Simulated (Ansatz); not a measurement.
Start from MgSe in the rock salt structure (space group Fm-3m, No. 225; a = 5.450 Å).

The same geometry is solved again with PBEsol+SOC.

Levels (all Ansatz, a program for electronic structure, PAW): PBEsol+SOC (420 eV, spin-orbit coupling included); PBEsol (420 eV, no spin-orbit coupling).

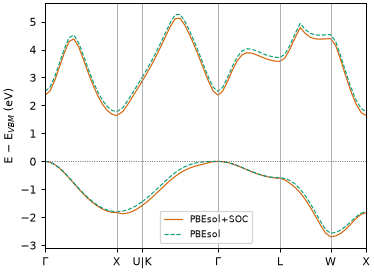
Figure: Highest valence and lowest conduction band along the path, each from its own valence-band maximum

Q: Read the PBEsol+SOC gap and its character from the plot.

A: About 1.6 eV, indirect, Γ → X.

Single points use the geometry relaxed with PBEsol. The spin-orbit shifts are approximate. Stability against distortions was not tested.
